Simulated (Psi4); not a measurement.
**HF/cc-pCVQZ (density fitting, sweep point 7) run of [B2H7]−**

Aim: the energy change on altering one bond length of [B2H7]− at HF/cc-pCVQZ (density fitting, sweep point 7), from 2 runs. 

The results are computed with Psi4 1.11.

### 1 Starting point

[B2H7]− has 9 atoms, charge -1, and is taken as a singlet. Geometry: relaxed at GFN2-xTB.

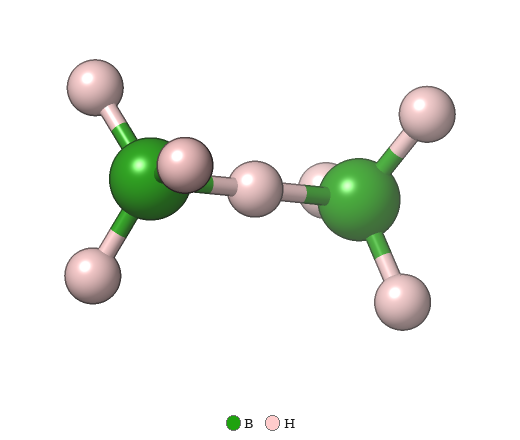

Viewed from a chosen angle; boron green, hydrogen pink.

### 2 The energy at HF/cc-pCVQZ (density fitting, sweep point 7)

File input.in:

```
memory 1600 mb

molecule {
  -1 1
  B      0.998980     0.432440    -0.745020
  H     -0.001410     0.003060     0.001110
  B     -0.997930    -0.431900     0.744300
  H      0.693930     1.535020    -1.106020
  H      1.967190     0.430160    -0.036430
  H      1.091060    -0.342710    -1.656210
  H     -1.902880    -0.657850    -0.011110
  H     -1.250220     0.453020     1.515040
  H     -0.598710    -1.421240     1.294350
  symmetry c1
}

set puream true
set scf_type df

E, wfn = energy('hf/cc-pCVQZ', return_wfn=True)
print_variables()
```

Run with:

```
$ psi4 -n 1 input.in input.out
```

input.out:

```text
[...]
  Running in c1 symmetry.
[...]
  Nuclear repulsion =   31.711539736682294
[...]
  Multiplicity = 1
[...]
  Nalpha       = 9
  Nbeta        = 9
[...]
    Number of basis functions: 378
[...]
   @DF-RHF iter   1:   -53.34542146093357   -9.68334e-01   8.23985e-04 ADIIS/DIIS
[...]
   @DF-RHF iter   6:   -53.42646251834486   -3.56668e-07   2.13217e-07 DIIS
[...]
    Orbital Energies [Eh]
    ---------------------
    Doubly Occupied:
       1A     -7.368097     2A     -7.367674     3A     -0.564359
       4A     -0.474646     5A     -0.273214     6A     -0.273124
       7A     -0.273007     8A     -0.253392     9A     -0.253320
[...]
  @DF-RHF Final Energy:   -53.42646251834486
   => Energetics <=
    Nuclear Repulsion Energy =             31.7115397366822940
    One-Electron Energy =                -136.0743325482515615
    Two-Electron Energy =                  50.9363302932244082
    Total Energy =                        -53.4264625183448558
[...]
 Multipole Moments:
 ------------------------------------------------------------------------------------
     Multipole            Electronic (a.u.)      Nuclear  (a.u.)        Total (a.u.)
 ------------------------------------------------------------------------------------
 L = 1.  Multiply by 2.5417464519 to convert [e a0] to [Debye]
 Dipole X            :          0.0092135           -0.0036593            0.0055541
 Dipole Y            :          0.0050573           -0.0018859            0.0031713
 Dipole Z            :         -0.0066595            0.0025223           -0.0041372
 Magnitude           :                                                    0.0076172
[...]
```

Wall time 3 s (1 thread of Intel Xeon 6975P-C (Granite Rapids), shared host); peak memory 0.58 GiB.

### 3 The distorted shape

File calc.dat:

```
memory 1.6 GB

molecule mol {
  -1 1
  B      1.451459     0.545416    -0.367312
  H      0.451069     0.116036     0.378818
  B     -0.545451    -0.318924     1.122008
  H      1.146409     1.647996    -0.728312
  H      2.419669     0.543136     0.341278
  H      1.543539    -0.229734    -1.278502
  H     -1.902880    -0.657850    -0.011110
  H     -0.797741     0.565996     1.892748
  H     -0.146231    -1.308264     1.672058
  symmetry c1
}

set globals {
  basis cc-pCVQZ
  reference rhf
  puream true
  scf_type df
}

energy('scf')
```

Run with:

```
$ psi4 calc.dat calc.out -n 1
```

calc.out:

```text
[...]
  Running in c1 symmetry.
[...]
  Nuclear repulsion =   30.686034910292520
[...]
  Multiplicity = 1
[...]
  Nalpha       = 9
  Nbeta        = 9
[...]
    Number of basis functions: 378
[...]
   @DF-RHF iter   1:   -53.28333177891967   -1.06361e+00   7.94766e-04 ADIIS/DIIS
[...]
   @DF-RHF iter   7:   -53.37071039037921   -2.47973e-07   2.46702e-07 DIIS
[...]
    Orbital Energies [Eh]
    ---------------------
    Doubly Occupied:
       1A     -7.440266     2A     -7.382562     3A     -0.574702
       4A     -0.477523     5A     -0.296681     6A     -0.295001
       7A     -0.276398     8A     -0.270479     9A     -0.187219
[...]
  @DF-RHF Final Energy:   -53.37071039037921
   => Energetics <=
    Nuclear Repulsion Energy =             30.6860349102925198
    One-Electron Energy =                -133.7119244190757854
    Two-Electron Energy =                  49.6551791184040567
    Total Energy =                        -53.3707103903792088
[...]
 Multipole Moments:
 ------------------------------------------------------------------------------------
     Multipole            Electronic (a.u.)      Nuclear  (a.u.)        Total (a.u.)
 ------------------------------------------------------------------------------------
 L = 1.  Multiply by 2.5417464519 to convert [e a0] to [Debye]
 Dipole X            :          1.0956393           -0.3548307            0.7408085
 Dipole Y            :          0.2977413           -0.0895672            0.2081741
 Dipole Z            :          0.7034745           -0.2906189            0.4128556
 Magnitude           :                                                    0.8732603
[...]
```

It took 3.3 s on 1 thread of Intel Xeon 6975P-C (Granite Rapids), shared host; peak memory 0.58 GiB.

### 4 Summary of results

At HF/cc-pCVQZ (density fitting, sweep point 7):

| quantity | value |
| --- | --- |
| first shape: total energy | -53.42646 Eh |
| first shape: HOMO energy | -6.89 eV |
| first shape: LUMO energy | 7.34 eV |
| first shape: HOMO–LUMO gap (to an unbound level, set by the basis) | 14.24 eV |
| distorted shape: total energy | -53.37071 Eh |
| distorted shape: HOMO energy | -5.09 eV |
| distorted shape: LUMO energy | 7.13 eV |
| distorted shape: HOMO–LUMO gap (to an unbound level, set by the basis) | 12.22 eV |
| energy change with the B3–H7 bond stretched from 1.200 to 1.800 Å | 1.517 eV |

**Reading.** With the B3–H7 bond stretched from 1.200 to 1.800 Å the energy rises by 1.52 eV (35 kcal/mol). The first shape isn't relaxed at this level, so the change isn't measured from a minimum.
